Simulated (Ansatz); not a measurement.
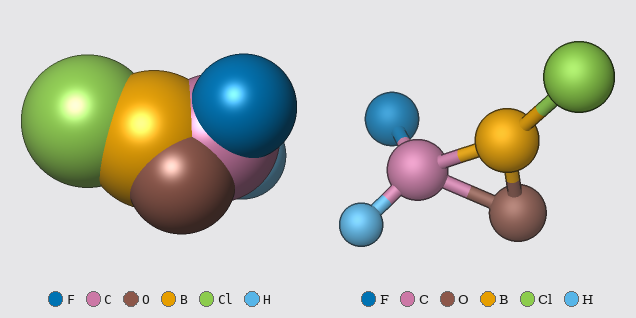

Two views of one molecule.

The geometry was computed by an optimisation with PBE0-D4/def2-TZVP.

> Which formula does it have?

CHBClFO, 6 atoms: 1 carbon, 1 hydrogen, 1 boron, 1 chlorine, 1 fluorine and 1 oxygen.

> Give the symmetry (Schoenflies symbol).

C1.

> Name functional groups in it.

Among them: C–F bond.

> How many bonds of each kind are drawn?

1 C–F, 1 C–O, 1 B–O, 1 B–Cl, 1 C–B, 1 C–H.

> Write the SMILES.

F[C@H]1OB1Cl

More results for the same structure follow; atom numbers are the same in all pictures, views and colours differ.

### Geometry

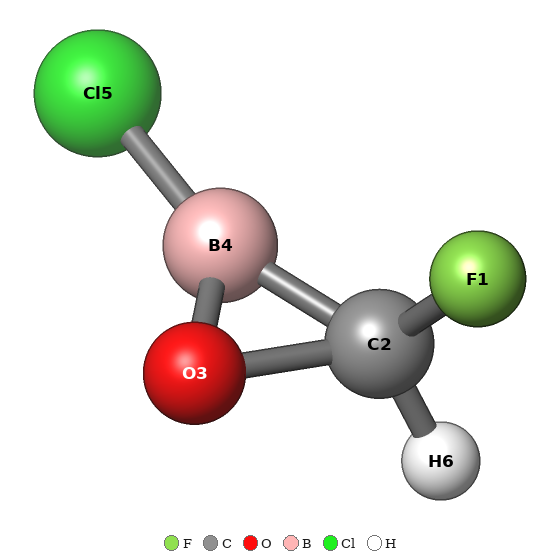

The atoms are numbered.

> Which bond is the longest?

B4–Cl5, 1.709 Å.

> What is the dihedral angle F1–C2–B4–Cl5?

80° in size, that is gauche.

### Charges

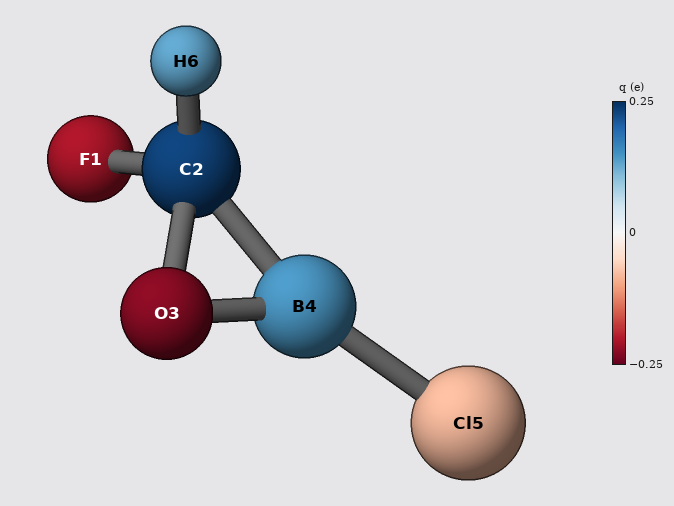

Atoms are coloured by their Mulliken charges. Level of theory: RKS B3LYP-D4/def2-TZVPP (Ansatz 0.2.0).

Give the Mulliken charges atom by atom.

```csv
atom,value (e)
F1,−0.20
C2,0.23
O3,−0.22
B4,0.14
Cl5,−0.08
H6,0.13
```

### Levels of theory compared

Program: Ansatz 0.2.0.

Compare dipole (D), HOMO energy (eV) at these levels: B3LYP-D4/def2-TZVPP; PBE-D4/def2-TZVPP; r2SCAN-D4/def2-TZVPP; ωB97M-V/def2-TZVPP.

```
               level  dipole (D)  HOMO energy (eV)
 B3LYP-D4/def2-TZVPP        1.57             −8.21
   PBE-D4/def2-TZVPP        1.38             −6.92
r2SCAN-D4/def2-TZVPP        1.46             −7.21
  ωB97M-V/def2-TZVPP        1.57            −10.71
```

### Thermal motion

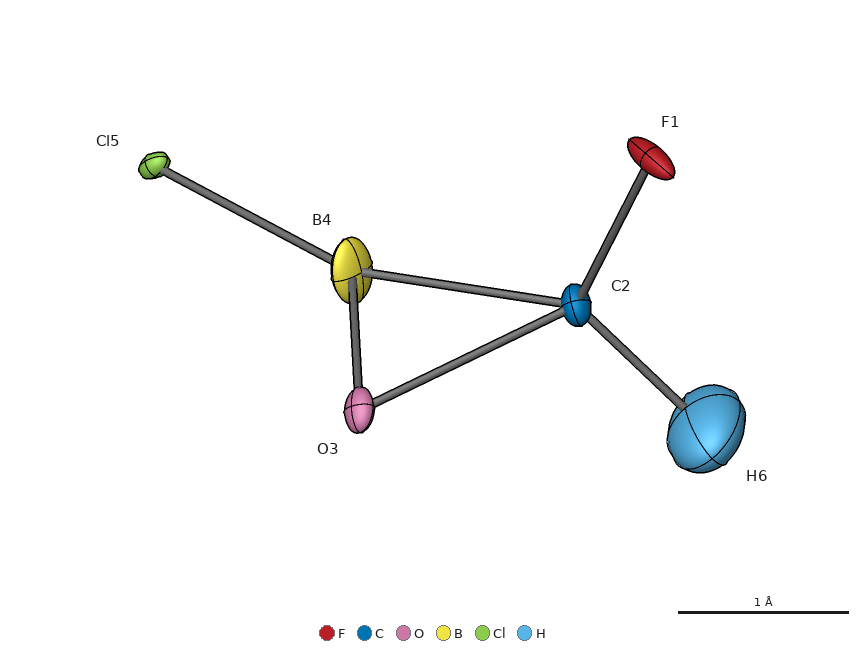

Displacement ellipsoids at the 50 % level, enlarged 1.5 times, from the internal vibrations of the free molecule (harmonic, no overall translation or rotation; no half-axis is drawn under 0.075 Å). Vibrations computed with RKS PBE0-D4/def2-TZVP (Ansatz 0.2.0). Temperature: 400 K.

> Which atom moves most?

H6, with U_eq = 0.0159 Å².

> Does H6 move more along its bond or across it?

Across it: the root-mean-square amplitude is 0.085 Å along the bond and up to 0.169 Å across, since bending and torsion are softer than stretching.

Give the displacement parameters, one line for each set of equivalent atoms.

| atom | U_eq (Å²) | rms amplitudes (Å) |
| --- | --- | --- |
| F1 | 0.0034 | 0.018, 0.034, 0.093 |
| C2 | 0.0021 | 0.039, 0.040, 0.057 |
| O3 | 0.0021 | 0.020, 0.044, 0.062 |
| B4 | 0.0045 | 0.035, 0.068, 0.088 |
| Cl5 | 0.00099 | 0.015, 0.022, 0.048 |
| H6 | 0.0159 | 0.081, 0.112, 0.169 |

Mulliken values depend strongly on the basis set and can even reverse the polarity of a bond.
